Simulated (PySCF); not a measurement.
# PO (Phosphorus monoxide): UB3LYP/6-31G(d) (spherical functions)

Aim: the vertical ionisation energy of PO (Phosphorus monoxide) at UB3LYP/6-31G* (spherical functions), from 2 runs. Input form: a Python script.

Program for the calculation: PySCF 2.14.0.

2 further runs of the same task are left out: 2 set aside as unsound or not needed. Runs told in other sessions of the task aren't counted.

**1. The molecule**

PO has 2 atoms, charge 0, and is taken as a doublet. As SMILES, `O=[P]`. Geometry: relaxed at GFN2-xTB.

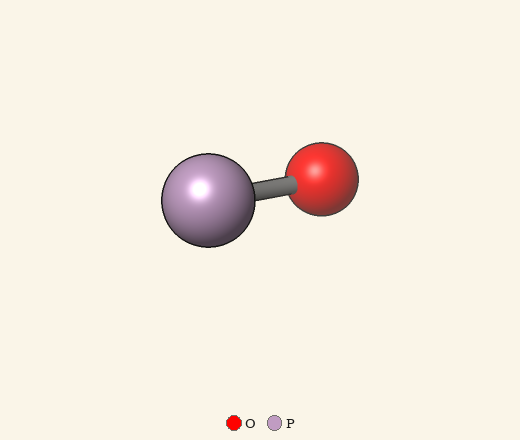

Viewed from a chosen angle; oxygen red, phosphorus pink.

**2. The energy at UB3LYP/6-31G(d) (spherical functions)**

Input file calc.py:

```python
from pyscf import gto, dft

system = gto.Mole()
system.atom = [
    ('O', (0.000000, 0.000000, 0.000000)),
    ('P', (0.000000, 0.000000, 1.455090)),
]
system.basis = '6-31g*'
system.verbose = 3
system.max_memory = 1860
system.charge = 0
system.spin = 1
system.build()

mf = dft.UKS(system)
mf.xc = 'b3lyp'
mf.conv_tol = 1e-10
mf.grids.level = 5
mf.kernel()
if not mf.converged:
    mf = mf.newton().run(mf.mo_coeff, mf.mo_occ)

e_tot = mf.e_tot
print('Final energy', e_tot)
```

The run is started by

```sh
$ OMP_NUM_THREADS=1 python calc.py
```

What it wrote:

```text
converged SCF energy = -416.52434629339  <S^2> = 0.75246805  2S+1 = 2.0024665
Final energy -416.52434629339035
```

It took 4.2 s on 1 thread of Arm Neoverse V1, shared host; peak memory 0.21 GiB.

**3. The singlet cation at the same level**

Input file run.py:

```python
from pyscf import gto, dft

mol = gto.Mole()
mol.atom = [
    ('O', (0.000000, 0.000000, 0.000000)),
    ('P', (0.000000, 0.000000, 1.455090)),
]
mol.verbose = 3
mol.basis = '6-31g*'
mol.charge = 1
mol.max_memory = 1860
mol.build()

mf = dft.RKS(mol)
mf.xc = 'b3lyp'
mf.grids.level = 5
mf.conv_tol = 1e-10
mf.kernel()
if not mf.converged:
    mf = mf.newton().run(mf.mo_coeff, mf.mo_occ)

etot = mf.e_tot
print(f'total energy: {etot:.8f} hartree')
```

The run is started by

```sh
$ OMP_NUM_THREADS=1 python run.py
```

What it wrote:

```text
converged SCF energy = -416.217260714091
total energy: -416.21726071 hartree
```

It took 2.5 s on 1 thread of Arm Neoverse V1, shared host; peak memory 0.2 GiB.

**4. What came out**

At UB3LYP/6-31G* (spherical functions):

| quantity | value |
| --- | --- |
| doublet PO: total energy | -416.52435 Eh |
| doublet PO: dipole moment | 1.88 D |
| doublet PO: HOMO energy (highest over α and β) | -5.13 eV |
| doublet PO: LUMO energy (lowest over α and β) | -3.18 eV |
| doublet PO: ⟨S²⟩ | 0.752 |
| singlet cation: total energy | -416.21726 Eh |
| singlet cation: HOMO energy | -19.28 eV |
| singlet cation: LUMO energy | -11.59 eV |
| singlet cation: HOMO–LUMO gap | 7.69 eV |
| vertical ionisation energy (to the singlet cation) | 8.356 eV |

What this shows: Removing an electron at fixed nuclei costs 8.36 eV (806 kJ/mol).
